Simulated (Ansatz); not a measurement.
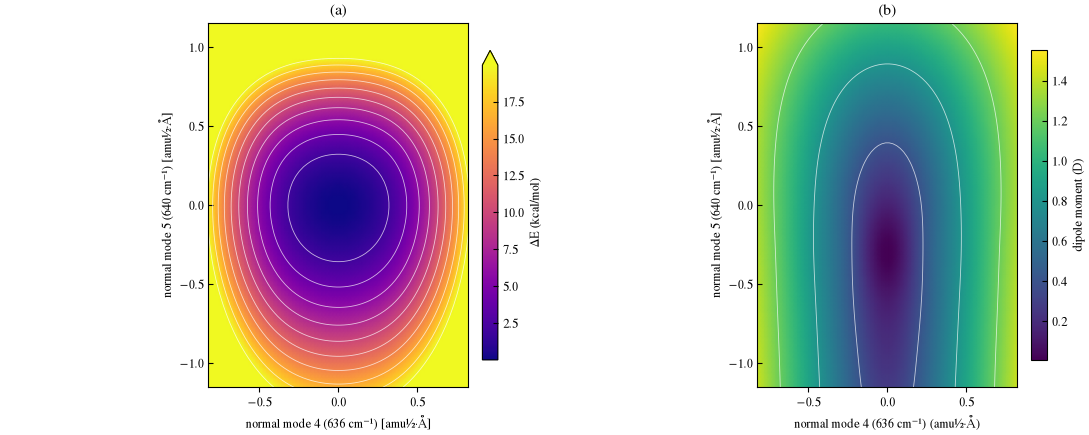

C₂H₄Ge, SMILES [CH]1=[CH][GeH2]1. 
- The first coordinate is: normal mode 4 (636 cm⁻¹); the second: normal mode 5 (640 cm⁻¹).
- Nothing is relaxed (straight displacements along the two mass-weighted modes).
- Grid: 9 × 9 points; 45 points were computed and 36 follow by symmetry.
- Points are written as (first, second).
- Energies: kcal/mol, counted from the lowest grid point.
- The restricted reference is unstable at some or all points, so the energies there are unreliable.
- All numbers below come from RHF-MP2, frozen core/def2-TZVP in Ansatz.

Panel (a) is the energy and panel (b) the computed dipole moment on the same grid.

In the figure: a smooth colour map with a few white contour lines, one colour for all values above the top of the scale. Between grid points the surface is interpolated.

### How does the dipole moment vary over the map, and what is it at the lowest grid point?

Leaving out the highest fifth of the energies, it runs from 0.01 D at (0.000 amu½·Å, −0.288 amu½·Å) to 1.39 D at (−0.823 amu½·Å, −0.577 amu½·Å). At the lowest grid point, (0.000 amu½·Å, 0.000 amu½·Å), it is 0.15 D.
